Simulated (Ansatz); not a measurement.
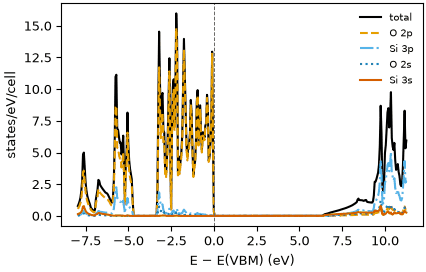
Figure. Total and projected density of states of SiO$_{2}$ in space group P6_422 (No. 181; Si on 3c, O on 6j), the program Ansatz at the r²SCAN level (PAW)

Q: Which orbitals carry the states next to the gap?

A: Top 1 eV of the valence band: O 2p 97 %. Bottom 1 eV of the conduction band: Si 3s 39 %, O 2s 18 %, Si 3p 16 %, outside the projected shells 22 %. Projections are on Löwdin-orthogonalised atomic valence shells; empty p or d shells of many metals are not among them.

Q: Where is the tallest occupied peak in this window, and what makes it?

A: Near -2.2 eV, about 16 states/eV per cell; the largest projected share is O 2p.

This is a known high-temperature phase of the composition, computed here at zero pressure and temperature. The cell was relaxed with r²SCAN under the symmetry of its start; whether a distortion lowers the energy is not shown.

Potentials: the later of the program's two PAW sets.
